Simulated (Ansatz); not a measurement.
# TiC: response to strain

Aim: deform TiC (equal xy, yz and zx engineering shear strains of -2 %) and compute stress, forces and field gradients with LAPW, PAW and all-electron datasets made for the crystal.

Method: DFT PBEsol, scalar-relativistic, in Ansatz 0.2.0.

## Step 1: Starting point

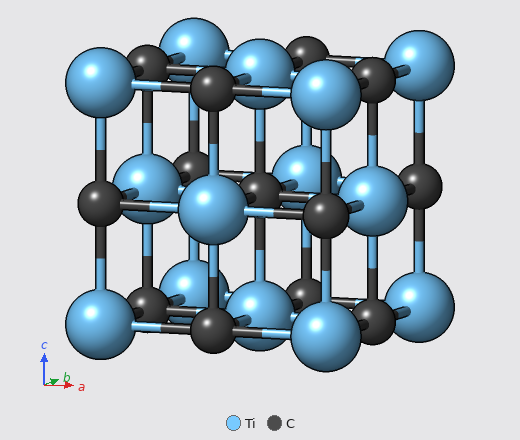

The starting structure, seen slightly off an axis (titanium blue, carbon dark grey). Atoms on the faces are drawn again on the opposite ones. The cell drawn here is the conventional one.

Structure file:

```cif
data_structure
_symmetry_space_group_name_H-M 'P 1'
_symmetry_Int_Tables_number 1
_cell_length_a 3.0604
_cell_length_b 3.0604
_cell_length_c 3.0604
_cell_angle_alpha 60.000
_cell_angle_beta 60.000
_cell_angle_gamma 60.000
_cell_volume 20.27
loop_
_atom_site_label
_atom_site_type_symbol
_atom_site_fract_x
_atom_site_fract_y
_atom_site_fract_z
_atom_site_occupancy
Ti1 Ti 0.00000 0.00000 0.00000 1
C1 C 0.50000 0.50000 0.50000 1
```

Atoms are numbered in the order of the input: Ti1, C2.

## Step 2: The deformed structure

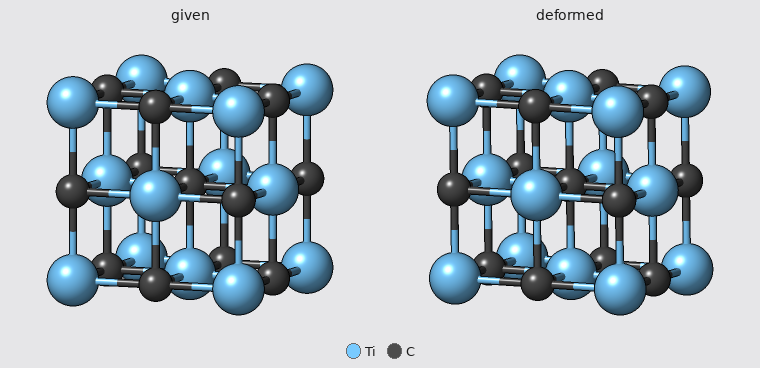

Given and deformed, at one scale.

Space group Fm-3m before, R-3m after.

## Step 3: Full-potential LAPW

The input, input.yaml:

```yaml
crystal:
  lattice:
    - [-0.04328, 2.14236, 2.14236]
    - [2.14236, -0.04328, 2.14236]
    - [2.14236, 2.14236, -0.04328]
  atoms:
    - { symbol: Ti, position: [0.0, 0.0, 0.0] }
    - { symbol: C, position: [0.5, 0.5, 0.5] }
kpoints:
  mp_grid: { grid: [16, 16, 16] }
  band_path:
    path:
      - [0.0, 0.0, 0.0]
      - [0.5, 0.5, 0.5]
      - [0.2551801333, 0.5, 0.7448198667]
      - [-0.2551801333, 0.2551801333, 0.5]
      - [0.0, 0.0, 0.5]
      - [0.0, 0.0, 0.0]
      - [-0.3775900666, 0.0, 0.3775900666]
      - [0.0, 0.3775900666, 0.6224099334]
      - [0.0, 0.5, 0.5]
    npoints: 5
scf:
  occupations: { method: fermi_dirac, width: 0.03 }
hamiltonian:
  xc: pbesol
  pseudopotentials: { kind: all_electron, lapw: { basis_error: 0.001 } }
output:
  forces: true
  stress: true
  eigenvalues: true
```

On the command line:

```console
$ ansatz run input.yaml --threads 1 --pin off --max-ram 3072MiB --backend cpu --events-out ev --progress --plain --runs-dir out
```

Output (excerpt; [...] marks lines left out):

```text
LAPW: plane waves up to 9.060 Å⁻¹, error target 1.0e-3 eV per atom; small_component_spin mean_spin; C in spheres of 0.939 Å, 6 of its electrons in bands, Dirac shells []; Ti in spheres of 1.225 Å, 18 of its electrons in bands, Dirac shells []
[...]
Pseudopotentials: kind: all_electron
Pseudopotential: Ti, LAPW, valence charge 18, Koelling and Harmon's equation, gaussian nucleus
Pseudopotential: C, LAPW, valence charge 6, Koelling and Harmon's equation, gaussian nucleus
Functional definition: PBEsol
[...]
Crystal: 2 atoms, lattice volume = 20.261 Å³
Basis set: ecut = 312.7062115662435 eV, 259 PW (Γ), exchange–correlation at level 2
Bands: 16, of which v1, the nominal top of the filled ones, is band 12 counted from 1 (11 counted from 0)
Symmetry: 12 space group operations
Space group: R-3m (ITA 166), of the structure as read, at distance tolerance 2.7e-5 Å
k-points: 417 of 4096
[...]
SCF iter   1: F=—  HF=-24244.211762 eV  |F-HF|=—  |Δ(HF+E_count)|=         —  Δρ=1.54e-1  dr2=5.93e0  ethr=2.47e-2  ⟨swp⟩=2.0  Hψ=41826  notcnv=0
[...]
the basis was enlarged: its passes take 82.7 KiB over the memory plan, 1 of 1 planned eigensolver slots
[...]
SCF iter   8: F=-24242.004018 eV  HF=-24242.004018 eV  |F-HF|=8.52e-8  |Δ(HF+E_count)|=   4.52e-7  Δρ=1.13e-5  dr2=2.94e-8  ethr=2.23e-9  ⟨swp⟩=2.0  Hψ=19020  notcnv=0
[...]
NSCF: frozen V_eff on 41 k-points
SCF converged after 8 iterations
Free energy (F): -24242.004018 eV
[...]
E sigma→0 (E₀):  -24242.003663 eV
Entropy (-TS):   -0.000710 eV (-0.355 meV/atom)
Fermi energy:    15.065841 eV
[...]
--- Forces (eV/Å), atoms counted from 1 ---
  atom   1  Ti    -0.00000000     0.00000000    -0.00000000
  atom   2  C      0.00000000    -0.00000000     0.00000000
[...]
--- Stress (GPa, compression-positive) ---
       -6.108308       3.136020       3.136020
        3.136020      -6.108308       3.136020
        3.136020       3.136020      -6.108308
  P = ⅓ Tr σ = -6.1083 GPa (-61.083 kbar)
--- Band table (eV; the first three rows and the last of 417) ---
  k-point 0: bands = ["-422.6827", "-422.6820", "-422.6820", "-248.2845", "-41.2116", "-17.3565", "-17.3565", "-17.3336", "2.6815", "15.6379", "15.6379", "15.9338", "16.6957", "16.6957", "16.8230", "16.8230"]
[...]
```

Wall time 50 s (1 thread of Arm Neoverse V1, shared host); peak memory 0.78 GiB.

Result: pressure -6.11 GPa; no gap.

## Step 4: PAW with frozen cores

The input, input.yaml:

```yaml
crystal:
  lattice:
    - [-0.04328, 2.14236, 2.14236]
    - [2.14236, -0.04328, 2.14236]
    - [2.14236, 2.14236, -0.04328]
  atoms:
    - { symbol: Ti, position: [0.0, 0.0, 0.0] }
    - { symbol: C, position: [0.5, 0.5, 0.5] }
kpoints:
  mp_grid: { grid: [16, 16, 16] }
scf:
  occupations: { method: fermi_dirac, width: 0.03 }
hamiltonian:
  xc: pbesol
  pseudopotentials: { kind: paw }
output:
  forces: true
  stress: true
  eigenvalues: true
  efg: { contact_densities: true }
  write_density: true
  write_potential: true
  elf: true
  volumetric_format: npy
```

On the command line:

```console
$ ansatz run input.yaml --threads 1 --pin off --max-ram 3072MiB --backend cpu --events-out ev --progress --plain --runs-dir out
```

Output (excerpt; [...] marks lines left out):

```text
[...]
Pseudopotentials: kind: paw
Pseudopotential: Ti, paw, valence charge 12, recommended cutoff 420 eV (normal)
Pseudopotential: C, paw, valence charge 4, recommended cutoff 420 eV (normal)
Functional definition: PBEsol
[...]
Crystal: 2 atoms, lattice volume = 20.261 Å³
Basis set: ecut = 420 eV, 393 PW (Γ), exchange–correlation on 48×48×48 points (8 copies of the dense FFT grid, shifted against one another)
Bands: 12, of which v1, the nominal top of the filled ones, is band 8 counted from 1 (7 counted from 0)
Symmetry: 12 space group operations
Space group: R-3m (ITA 166), of the structure as read, at distance tolerance 2.7e-5 Å
k-points: 417 of 4096
[...]
SCF iter   1: F=—  HF=-2722.404052 eV  |F-HF|=—  |Δ(HF+E_count)|=         —  Δρ=1.04e-2  dr2=2.48e-2  ethr=1.77e-3  ⟨swp⟩=4.3  Hψ=23785  notcnv=0
[...]
Fermi energy:    14.623203 eV
[...]
--- Forces (eV/Å), atoms counted from 1 ---
  atom   1  Ti     0.00000000    -0.00000000    -0.00000000
  atom   2  C      0.00000000     0.00000000     0.00000000
[...]
--- Stress (GPa, compression-positive) ---
       -6.076616       3.134296       3.134296
        3.134296      -6.076616       3.134296
        3.134296       3.134296      -6.076616
  P = ⅓ Tr σ = -6.0766 GPa (-60.766 kbar)
--- PAW observables at the nuclei: V_zz in 10²¹ V/m², potentials from the cell's mean, atoms counted from 1 ---
  atom   1  Ti V_zz =    +0.132223   η = 0.0000   by run symmetry: allowed
            electrostatic potential = -2532.864534 V   contact ρ = 56639.914964 e/Å³
  atom   2  C  V_zz =    +0.187458   η = 0.0000   by run symmetry: allowed
            electrostatic potential = -421.912955 V   contact ρ = 862.799542 e/Å³
--- Band table (eV; the first three rows and the last of 417) ---
  k-point 0: bands = ["-41.6538", "-17.7969", "-17.7969", "-17.7738", "2.2382", "15.1956", "15.1956", "15.4914", "16.2529", "16.2529", "16.3828", "16.3828"]
[...]
```

Run time: 12 s. Hardware: 1 thread of Arm Neoverse V1, shared host; peak memory 0.38 GiB.

In short: pressure -6.08 GPa; no gap; Vzz Ti1 0.13 (η = 0.00), C2 0.19 (η = 0.00) (10²¹ V/m²).

The fields are shown in the conventional cell of this run's space group, carried over from its grid by interpolation.

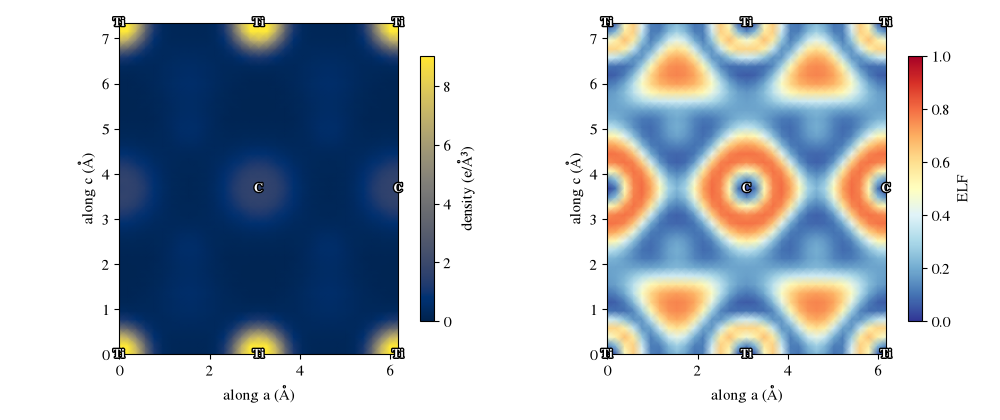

Density (left) and ELF (right) in a lattice plane of the grid's cell (edges 3.09 and 7.35 Å, at 0.000 of the third edge), which holds Ti and C. Only atoms in the plane are labelled; the density scale stops at 9.03 e/Å³. Both are smooth fields of the valence electrons: close to the nuclei they are not physical.

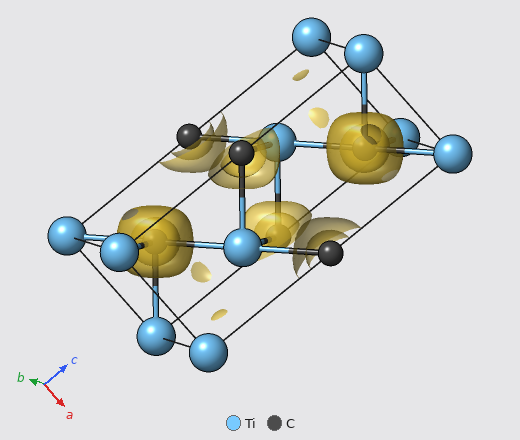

Surface of ELF = 0.74, drawn in one cell.

The highest ELF values outside the cores: 0.80 in the shell around C, 0.8 Å from C; 0.80 beside C, off the lines to its neighbours, 0.8 Å from C.

## Step 5: Datasets made for this crystal

input.yaml, as its differences from that of step 4:

```diff
@@ -14,3 +14,3 @@
   xc: pbesol
-  pseudopotentials: { kind: paw }
+  pseudopotentials: { kind: all_electron, datasets: crystal }
 output:
@@ -20,5 +20 @@
   efg: { contact_densities: true }
-  write_density: true
-  write_potential: true
-  elf: true
-  volumetric_format: npy
```

On the command line:

```console
$ ansatz run input.yaml --threads 1 --pin off --max-ram 3072MiB --backend cpu --events-out ev --progress --plain --runs-dir out
```

Output (excerpt; [...] marks lines left out):

```text
[...]
Pseudopotentials: kind: all_electron
Pseudopotential: Ti, paw, valence charge 12, recommended cutoff 340 eV (normal), Koelling and Harmon's equation, gaussian nucleus
Pseudopotential: C, paw, valence charge 4, recommended cutoff 340 eV (normal), Koelling and Harmon's equation, gaussian nucleus
Functional definition: PBEsol
[...]
Crystal: 2 atoms, lattice volume = 20.261 Å³
Basis set: ecut = 340 eV, 289 PW (Γ), exchange–correlation on 40×40×40 points (8 copies of the dense FFT grid, shifted against one another)
Bands: 12, of which v1, the nominal top of the filled ones, is band 8 counted from 1 (7 counted from 0)
Symmetry: 12 space group operations
Space group: R-3m (ITA 166), of the structure as read, at distance tolerance 2.7e-5 Å
k-points: 417 of 4096
[...]
--- Forces (eV/Å), atoms counted from 1 ---
  atom   1  Ti    -0.00000000    -0.00000000    -0.00000000
  atom   2  C     -0.00000000     0.00000000    -0.00000000
[...]
--- Stress (GPa, compression-positive) ---
       -6.106211       3.136100       3.136100
        3.136100      -6.106211       3.136100
        3.136100       3.136100      -6.106211
  P = ⅓ Tr σ = -6.1062 GPa (-61.062 kbar)
--- PAW observables at the nuclei: V_zz in 10²¹ V/m², potentials from the cell's mean, atoms counted from 1 ---
  atom   1  Ti V_zz =    +0.124090   η = 0.0000   by run symmetry: allowed
            electrostatic potential = -2531.342891 V   contact ρ = 56686.895942 e/Å³
  atom   2  C  V_zz =    +0.193151   η = 0.0000   by run symmetry: allowed
            electrostatic potential = -421.142341 V   contact ρ = 862.946952 e/Å³
--- Band table (eV; the first three rows and the last of 417) ---
  k-point 0: bands = ["-41.2119", "-17.3568", "-17.3568", "-17.3338", "2.6816", "15.6377", "15.6377", "15.9336", "16.6957", "16.6957"]
[...]
```

It took 33 s on 1 thread of Arm Neoverse V1, shared host; peak memory 0.71 GiB.

This run gives: pressure -6.11 GPa; no gap; Vzz Ti1 0.12 (η = 0.00), C2 0.19 (η = 0.00) (10²¹ V/m²).

## Step 6: Side by side

Stress (GPa, compression positive):

| method | xx | yy | zz | yz | xz | xy |
| --- | --- | --- | --- | --- | --- | --- |
| LAPW | -6.11 | -6.11 | -6.11 | 3.14 | 3.14 | 3.14 |
| PAW | -6.08 | -6.08 | -6.08 | 3.13 | 3.13 | 3.13 |
| crystal datasets | -6.11 | -6.11 | -6.11 | 3.14 | 3.14 | 3.14 |

| method | pressure (GPa) | Vzz Ti1 (10²¹ V/m²) | Vzz C2 (10²¹ V/m²) | SCF cycles, all passes |
| --- | --- | --- | --- | --- |
| LAPW | -6.11 | – | – | 8 |
| PAW | -6.08 | 0.13 | 0.19 | 6 |
| crystal datasets | -6.11 | 0.12 | 0.19 | 9 |

## Step 7: What came out

| quantity | value |
| --- | --- |
| pressure | LAPW -6.11, PAW -6.08, crystal datasets -6.11 GPa |
| largest shear or deviatoric stress (LAPW) | 3.14 GPa |

The largest part of the stress beyond the pressure is 3.14 GPa in size; the atoms are carried along and not relaxed. No run of the undeformed cell stands beside it, so the pressure holds what the given cell had before the change. PAW: stress within 0.03 GPa of LAPW. Crystal datasets: stress within 0.01 GPa of LAPW.
